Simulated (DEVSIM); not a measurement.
Device: Pt/Si3N4/SiO2/p-Si capacitor, at 300 K.

```tsv
layer (left to right)	material	thickness (nm)	Na (cm⁻³)
1	Si3N4	4.10	-
2	SiO2	0.910	-
3	Si	620	8.5e17
```

Metal gate on the left, work function 5.6 eV. Fixed charge at the semiconductor interface 3.25e12 cm⁻² (in units of +e); no interface traps.

Constants are typed, rounded textbook-type inputs, not results; the design itself was drawn at random and stands for no fabricated device. Values at 300 K.

| parameter | Si3N4 | SiO2 | Si |
|---|---|---|---|
| gap (eV) | 5.1 | 9 | 1.124 |
| affinity (eV) | 2.1 | 0.9 | 4.05 |
| permittivity | 7.5 | 3.9 | 11.7 |
| Nc (cm⁻³) | - | - | 2.86e19 |
| Nv (cm⁻³) | - | - | 3.1e19 |

Simulated with DEVSIM: 1D Poisson equation in equilibrium, Boltzmann statistics, complete ionisation; no quantum confinement or tunnelling. Metal contacts follow the ideal Schottky-Mott rule: no Fermi-level pinning, no interface dipoles.

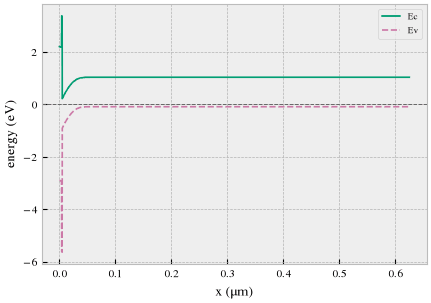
Fig. 1. Band edges at 1.3 V on the gate

Energies count from the Fermi level of the right contact; mesh points crowd at the junctions.

```json
[
 {"x (μm)": "0.000", "Ec (eV)": "2.200", "Ev (eV)": "-2.900", "n (cm⁻³)": "< 1e2", "p (cm⁻³)": "< 1e2", "field (V/cm)": "-70000"},
 {"x (μm)": "0.0008662", "Ec (eV)": "2.194", "Ev (eV)": "-2.906", "n (cm⁻³)": "< 1e2", "p (cm⁻³)": "< 1e2", "field (V/cm)": "-70000"},
 {"x (μm)": "0.002050", "Ec (eV)": "2.186", "Ev (eV)": "-2.914", "n (cm⁻³)": "< 1e2", "p (cm⁻³)": "< 1e2", "field (V/cm)": "-70000"},
 {"x (μm)": "0.003196", "Ec (eV)": "2.178", "Ev (eV)": "-2.922", "n (cm⁻³)": "< 1e2", "p (cm⁻³)": "< 1e2", "field (V/cm)": "-70000"},
 {"x (μm)": "0.004309", "Ec (eV)": "3.369", "Ev (eV)": "-5.631", "n (cm⁻³)": "< 1e2", "p (cm⁻³)": "< 1e2", "field (V/cm)": "-130000"},
 {"x (μm)": "0.004682", "Ec (eV)": "3.364", "Ev (eV)": "-5.636", "n (cm⁻³)": "< 1e2", "p (cm⁻³)": "< 1e2", "field (V/cm)": "-130000"},
 {"x (μm)": "0.005424", "Ec (eV)": "0.228", "Ev (eV)": "-0.896", "n (cm⁻³)": "4.2e15", "p (cm⁻³)": "28000", "field (V/cm)": "450000"},
 {"x (μm)": "0.007643", "Ec (eV)": "0.325", "Ev (eV)": "-0.799", "n (cm⁻³)": "9.9e13", "p (cm⁻³)": "1200000", "field (V/cm)": "420000"},
 {"x (μm)": "0.01106", "Ec (eV)": "0.462", "Ev (eV)": "-0.662", "n (cm⁻³)": "5.0e11", "p (cm⁻³)": "2.3e8", "field (V/cm)": "380000"},
 {"x (μm)": "0.01755", "Ec (eV)": "0.680", "Ev (eV)": "-0.444", "n (cm⁻³)": "1.1e8", "p (cm⁻³)": "1.1e12", "field (V/cm)": "290000"},
 {"x (μm)": "0.03077", "Ec (eV)": "0.952", "Ev (eV)": "-0.172", "n (cm⁻³)": "2900", "p (cm⁻³)": "4.0e16", "field (V/cm)": "120000"},
 {"x (μm)": "0.06864", "Ec (eV)": "1.031", "Ev (eV)": "-0.093", "n (cm⁻³)": "140", "p (cm⁻³)": "8.5e17", "field (V/cm)": "61"},
 {"x (μm)": "0.1269", "Ec (eV)": "1.031", "Ev (eV)": "-0.093", "n (cm⁻³)": "140", "p (cm⁻³)": "8.5e17", "field (V/cm)": "≈ 0"},
 {"x (μm)": "0.2377", "Ec (eV)": "1.031", "Ev (eV)": "-0.093", "n (cm⁻³)": "140", "p (cm⁻³)": "8.5e17", "field (V/cm)": "≈ 0"},
 {"x (μm)": "0.4509", "Ec (eV)": "1.031", "Ev (eV)": "-0.093", "n (cm⁻³)": "140", "p (cm⁻³)": "8.5e17", "field (V/cm)": "≈ 0"},
 {"x (μm)": "0.5370", "Ec (eV)": "1.031", "Ev (eV)": "-0.093", "n (cm⁻³)": "140", "p (cm⁻³)": "8.5e17", "field (V/cm)": "≈ 0"},
 {"x (μm)": "0.5792", "Ec (eV)": "1.031", "Ev (eV)": "-0.093", "n (cm⁻³)": "140", "p (cm⁻³)": "8.5e17", "field (V/cm)": "≈ 0"},
 {"x (μm)": "0.6023", "Ec (eV)": "1.031", "Ev (eV)": "-0.093", "n (cm⁻³)": "140", "p (cm⁻³)": "8.5e17", "field (V/cm)": "≈ 0"},
 {"x (μm)": "0.6159", "Ec (eV)": "1.031", "Ev (eV)": "-0.093", "n (cm⁻³)": "140", "p (cm⁻³)": "8.5e17", "field (V/cm)": "≈ 0"},
 {"x (μm)": "0.6210", "Ec (eV)": "1.031", "Ev (eV)": "-0.093", "n (cm⁻³)": "140", "p (cm⁻³)": "8.5e17", "field (V/cm)": "≈ 0"},
 {"x (μm)": "0.6234", "Ec (eV)": "1.031", "Ev (eV)": "-0.093", "n (cm⁻³)": "140", "p (cm⁻³)": "8.5e17", "field (V/cm)": "≈ 0"},
 {"x (μm)": "0.6250", "Ec (eV)": "1.031", "Ev (eV)": "-0.093", "n (cm⁻³)": "140", "p (cm⁻³)": "8.5e17", "field (V/cm)": "≈ 0"}
]
```
